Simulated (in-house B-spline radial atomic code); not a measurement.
# Ta: a fraction of an electron added to 5d, part 2 of 2

Aim: the energy of Ta as a fraction of an electron is added to 5d, to see how far it bends away from a straight line.

Calculated with an in-house B-spline radial atomic code; scalar-relativistic (X2C) TPSSh, spin-polarised. Aim: the energy of Ta as a fraction of an electron is added to 5d, to see how far it bends away from a straight line.

### 7 0.5 electron added to 5d

Input settings:

```ini
Z = 73
electrons = 73.5
configuration = [Xe] 4f14 5d3.5 6s2
hamiltonian = x2c
method = tpssh
spin_polarised = True
nucleus = fermi
rms_radius = 5.3507
mass_number = 181
atomic_mass = 180.947998528
speed_of_light = 137.035999084
```

Main fields:

```text
{
  "status": "converged",
  "scf [iteration, energy, orbital gradient]": [
    [1, -15604.8458411, 0.124],
    [2, -15604.8517511, 0.0021],
    [3, -15604.8517863, 0.000976],
    [4, -15604.851793, 0.000304],
    [5, -15604.8517917, 0.000335],
    [6, -15604.8517943, 0.000164],
    [7, -15604.8517951, 1.63e-05],
    [8, -15604.8517951, 3.5e-06],
    [9, -15604.8517951, 2.55e-07]
  ],
  "energy [hartree]": {"total": -15604.8517951, "kinetic": 17524.513544, "nuclear": -38948.7534262, "coulomb": 6139.67616343, "exact_exchange": -31.5334803284, "xc": -288.754596017},
  "orbitals [hartree, bohr; first row names the columns]": [
    ["name", "occ", "eps", "<r>"],
    ["1s up", 1.0, -2471.0918, 0.017865],
    ["1s down", 1.0, -2471.0922, 0.017865],
    ["2s up", 1.0, -424.89245, 0.078145],
    ["2s down", 1.0, -424.88835, 0.078145],
    ["2p up", 3.0, -373.44735, 0.07001],
    ["2p down", 3.0, -373.44399, 0.07001],
    ["3s up", 1.0, -97.532987, 0.20416],
    ["3s down", 1.0, -97.532748, 0.20416],
    ["3p up", 3.0, -82.10042, 0.20403],
    ["3p down", 3.0, -82.099874, 0.20403],
    ["3d up", 5.0, -63.516725, 0.18561],
    ["3d down", 5.0, -63.51412, 0.18561],
    ["4s up", 1.0, -19.921457, 0.45894],
    ["4s down", 1.0, -19.918229, 0.45898],
    ["4p up", 3.0, -14.823406, 0.48691],
    ["4p down", 3.0, -14.820666, 0.48694],
    ["4d up", 5.0, -8.1375456, 0.52356],
    ["4d down", 5.0, -8.1337743, 0.52348],
    ["5s up", 1.0, -2.6131183, 1.1095],
    ["5s down", 1.0, -2.5668319, 1.1015],
    ["5p up", 3.0, -1.3808369, 1.3033],
    ["5p down", 3.0, -1.3129821, 1.2895],
    ["4f up", 7.0, -0.81580533, 0.64152],
    ["4f down", 7.0, -0.80572996, 0.63616],
    ["5d up", 3.5, -0.036088439, 2.3742],
    ["6s up", 1.0, -0.11939703, 3.4127],
    ["6s down", 1.0, -0.065675419, 3.7678]
  ],
  "sum_r [bohr^k]": {"-1": 551.3441, "1": 47.59857, "2": 82.67639},
  "energy_minus_base [hartree]": -0.0479785543
}
```

It took 0.57 s on 1 thread, shared host.

### 8 0.6 electron added to 5d

Settings: those of step 7 with these lines changed.

```diff
@@ -1,4 +1,4 @@
 Z = 73
-electrons = 73.5
-configuration = [Xe] 4f14 5d3.5 6s2
+electrons = 73.6
+configuration = [Xe] 4f14 5d3.6 6s2
 hamiltonian = x2c
```

Main fields:

```text
{
  "status": "converged",
  "scf [iteration, energy, orbital gradient]": [
    [1, -15604.8483305, 0.124],
    [2, -15604.8542629, 0.00209],
    [3, -15604.8542998, 0.000983],
    [4, -15604.8543072, 0.000316],
    [5, -15604.8543049, 0.000387],
    [6, -15604.8543093, 0.00014],
    [7, -15604.8543099, 2.04e-05],
    [8, -15604.8543099, 4.26e-06],
    [9, -15604.8543099, 3.34e-07]
  ],
  "energy [hartree]": {"total": -15604.8543099, "kinetic": 17524.5067651, "nuclear": -38950.5869101, "coulomb": 6141.53631267, "exact_exchange": -31.5361793349, "xc": -288.774298252},
  "orbitals [hartree, bohr; first row names the columns]": [
    ["name", "occ", "eps", "<r>"],
    ["1s up", 1.0, -2471.0665, 0.017865],
    ["1s down", 1.0, -2471.0668, 0.017865],
    ["2s up", 1.0, -424.86694, 0.078145],
    ["2s down", 1.0, -424.86281, 0.078145],
    ["2p up", 3.0, -373.42185, 0.07001],
    ["2p down", 3.0, -373.41845, 0.07001],
    ["3s up", 1.0, -97.507484, 0.20416],
    ["3s down", 1.0, -97.507244, 0.20416],
    ["3p up", 3.0, -82.074922, 0.20403],
    ["3p down", 3.0, -82.074374, 0.20403],
    ["3d up", 5.0, -63.491227, 0.18561],
    ["3d down", 5.0, -63.488599, 0.18561],
    ["4s up", 1.0, -19.895948, 0.45893],
    ["4s down", 1.0, -19.892694, 0.45898],
    ["4p up", 3.0, -14.79789, 0.48691],
    ["4p down", 3.0, -14.795129, 0.48694],
    ["4d up", 5.0, -8.1120153, 0.52355],
    ["4d down", 5.0, -8.1082143, 0.52348],
    ["5s up", 1.0, -2.58775, 1.1096],
    ["5s down", 1.0, -2.5409891, 1.1016],
    ["5p up", 3.0, -1.3559446, 1.3038],
    ["5p down", 3.0, -1.2872984, 1.2897],
    ["4f up", 7.0, -0.79029826, 0.6416],
    ["4f down", 7.0, -0.78012424, 0.63616],
    ["5d up", 3.6, -0.014407075, 2.4143],
    ["6s up", 1.0, -0.099952807, 3.4496],
    ["6s down", 1.0, -0.045502182, 3.8517]
  ],
  "sum_r [bohr^k]": {"-1": 551.3692, "1": 48.10409, "2": 85.78751},
  "energy_minus_base [hartree]": -0.0504933244
}
```

It took 0.57 s on 1 thread, shared host.

### 9 0.7 electron added to 5d

Settings: those of step 8 with these lines changed.

```diff
@@ -1,4 +1,4 @@
 Z = 73
-electrons = 73.6
-configuration = [Xe] 4f14 5d3.6 6s2
+electrons = 73.7
+configuration = [Xe] 4f14 5d3.7 6s2
 hamiltonian = x2c
```

Main fields:

```text
{
  "status": "converged",
  "warnings": ["5d up has a positive eigenvalue: unbound, held by the box"],
  "scf [iteration, energy, orbital gradient]": [
    [1, -15604.8487088, 0.124],
    [2, -15604.8546705, 0.0021],
    [3, -15604.854708, 0.000983],
    [4, -15604.854716, 0.00033],
    [5, -15604.8547126, 0.000418],
    [6, -15604.8547186, 0.000129],
    [7, -15604.8547193, 2.55e-05],
    [8, -15604.8547193, 5.36e-06],
    [9, -15604.8547193, 1.22e-06],
    [10, -15604.8547193, 2.04e-07]
  ],
  "energy [hartree]": {"total": -15604.8547193, "kinetic": 17524.4985196, "nuclear": -38952.3038912, "coulomb": 6143.28192564, "exact_exchange": -31.5387613464, "xc": -288.792511983},
  "orbitals [hartree, bohr; first row names the columns]": [
    ["name", "occ", "eps", "<r>"],
    ["1s up", 1.0, -2471.0428, 0.017865],
    ["1s down", 1.0, -2471.0431, 0.017865],
    ["2s up", 1.0, -424.84305, 0.078145],
    ["2s down", 1.0, -424.83888, 0.078145],
    ["2p up", 3.0, -373.39796, 0.07001],
    ["2p down", 3.0, -373.39453, 0.07001],
    ["3s up", 1.0, -97.483593, 0.20416],
    ["3s down", 1.0, -97.483352, 0.20416],
    ["3p up", 3.0, -82.051034, 0.20403],
    ["3p down", 3.0, -82.050484, 0.20403],
    ["3d up", 5.0, -63.467339, 0.18561],
    ["3d down", 5.0, -63.464691, 0.18561],
    ["4s up", 1.0, -19.87205, 0.45893],
    ["4s down", 1.0, -19.86877, 0.45898],
    ["4p up", 3.0, -14.773985, 0.48691],
    ["4p down", 3.0, -14.771206, 0.48694],
    ["4d up", 5.0, -8.0880978, 0.52355],
    ["4d down", 5.0, -8.0842691, 0.52347],
    ["5s up", 1.0, -2.563969, 1.1098],
    ["5s down", 1.0, -2.5167707, 1.1016],
    ["5p up", 3.0, -1.3325901, 1.3043],
    ["5p down", 3.0, -1.2632143, 1.2898],
    ["4f up", 7.0, -0.76639993, 0.64167],
    ["4f down", 7.0, -0.75613474, 0.63616],
    ["5d up", 3.7, 0.0059836434, 2.4602],
    ["6s up", 1.0, -0.081483644, 3.4865],
    ["6s down", 1.0, -0.026344129, 3.9462]
  ],
  "sum_r [bohr^k]": {"-1": 551.3927, "1": 48.64922, "2": 89.43245},
  "energy_minus_base [hartree]": -0.0509026908
}
```

It took 0.62 s on 1 thread, shared host.

### 10 0.8 electron added to 5d

Settings: those of step 9 with these lines changed.

```diff
@@ -1,4 +1,4 @@
 Z = 73
-electrons = 73.7
-configuration = [Xe] 4f14 5d3.7 6s2
+electrons = 73.8
+configuration = [Xe] 4f14 5d3.8 6s2
 hamiltonian = x2c
```

Main fields:

```text
{
  "status": "converged",
  "warnings": ["restarted with heavier damping", "5d up has a positive eigenvalue: unbound, held by the box"],
  "scf [iteration, energy, orbital gradient]": [
    [1, -15602.6707837, 0.124],
    [2, -15603.4887046, 0.143],
    [3, -15604.2056665, 0.103],
    [4, -15604.518638, 0.0704],
    [5, -15604.6755595, 0.0511],
    [6, -15604.7598627, 0.0355],
    [7, -15604.8053041, 0.0237],
    [8, -15604.829089, 0.0174],
    [9, -15604.8410805, 0.013],
    [10, -15604.8469634, 0.00975],
    [11, -15604.8498419, 0.00732],
    [12, -15604.8512903, 0.0059],
    [13, -15604.8520572, 0.00484],
    [14, -15604.8524869, 0.004],
    [15, -15604.8527398, 0.00332],
    [16, -15604.852894, 0.00278],
    [17, -15604.8531063, 0.000842],
    [18, -15604.8530329, 0.00104],
    [19, -15604.8531696, 0.00032],
    [20, -15604.8531778, 0.000208],
    [21, -15604.8531841, 0.000144],
    [22, -15604.8531875, 5.81e-05],
    [23, -15604.8531878, 7.28e-05],
    [24, -15604.8531885, 2.61e-05],
    [25, -15604.8531879, 7.14e-05],
    [26, -15604.8531888, 2.17e-05],
    [27, -15604.8531889, 4.85e-06],
    [28, -15604.8531889, 5.52e-07]
  ],
  "energy [hartree]": {"total": -15604.8531889, "kinetic": 17524.4918035, "nuclear": -38953.5272421, "coulomb": 6144.52766381, "exact_exchange": -31.5406054734, "xc": -288.804808587},
  "orbitals [hartree, bohr; first row names the columns]": [
    ["name", "occ", "eps", "<r>"],
    ["1s up", 1.0, -2471.0259, 0.017865],
    ["1s down", 1.0, -2471.0262, 0.017865],
    ["2s up", 1.0, -424.82603, 0.078145],
    ["2s down", 1.0, -424.82184, 0.078145],
    ["2p up", 3.0, -373.38095, 0.07001],
    ["2p down", 3.0, -373.3775, 0.07001],
    ["3s up", 1.0, -97.466577, 0.20416],
    ["3s down", 1.0, -97.466334, 0.20416],
    ["3p up", 3.0, -82.034021, 0.20403],
    ["3p down", 3.0, -82.033469, 0.20403],
    ["3d up", 5.0, -63.450326, 0.18561],
    ["3d down", 5.0, -63.447664, 0.18561],
    ["4s up", 1.0, -19.85503, 0.45893],
    ["4s down", 1.0, -19.851733, 0.45898],
    ["4p up", 3.0, -14.756961, 0.4869],
    ["4p down", 3.0, -14.754167, 0.48694],
    ["4d up", 5.0, -8.0710645, 0.52355],
    ["4d down", 5.0, -8.0672167, 0.52347],
    ["5s up", 1.0, -2.5470185, 1.1099],
    ["5s down", 1.0, -2.4995274, 1.1016],
    ["5p up", 3.0, -1.315916, 1.3046],
    ["5p down", 3.0, -1.2460525, 1.2899],
    ["4f up", 7.0, -0.74937784, 0.64171],
    ["4f down", 7.0, -0.73905131, 0.63616],
    ["5d up", 3.8, 0.020668063, 2.7326],
    ["6s up", 1.0, -0.0679531, 3.513],
    ["6s down", 1.0, -0.012328489, 4.0233]
  ],
  "sum_r [bohr^k]": {"-1": 551.4094, "1": 50.03535, "2": 127.5171},
  "energy_minus_base [hartree]": -0.0493722835
}
```

Run time: 3.8 s. Hardware: 1 thread, shared host.

### 11 The energy along the path

What follows sums up all 2 parts.

| fraction | energy change (eV) | less the straight line (eV) | level 5d up (eV) | sum of <r²> (bohr²) |
| --- | --- | --- | --- | --- |
| 0 | 0.0000 | 0.0000 | -4.344 | 71.213 |
| 0.1 | -0.3982 | -0.2303 | -3.624 | 73.132 |
| 0.2 | -0.7255 | -0.3896 | -2.925 | 75.203 |
| 0.3 | -0.9841 | -0.4803 | -2.251 | 77.456 |
| 0.4 | -1.1766 | -0.5048 | -1.603 | 79.929 |
| 0.5 | -1.3056 | -0.4659 | -0.982 | 82.676 |
| 0.6 | -1.3740 | -0.3664 | -0.392 | 85.788 |
| 0.7 | -1.3851 | -0.2096 | 0.163 | 89.432 |
| 0.8 | -1.3435 | 0.0000 | 0.562 | 127.52 |

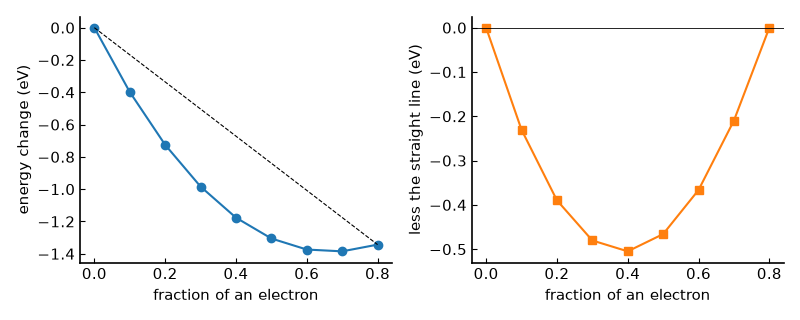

Energy against the fraction, with the straight line between the ends (left), and the difference from it (right).

From fraction 0 to 0.8 the energy changes by -1.343 eV. It sags under the straight line by up to 0.50 eV (at 0.4); exact theory is straight between whole electron numbers, so this convex bend is an error (delocalisation) that favours fractional charges. From fraction 0.7 on, a level is unbound or reaches the edge of the box, so those points hang on the box (radius 50.0 bohr). The path stops at 0.8, so the line is drawn to that point and not to a whole electron. Here exact exchange is taken at spherical fractional occupations, which leaves self-interaction in open p, d and f shells; that spoils the energies somewhat, at whole numbers too.
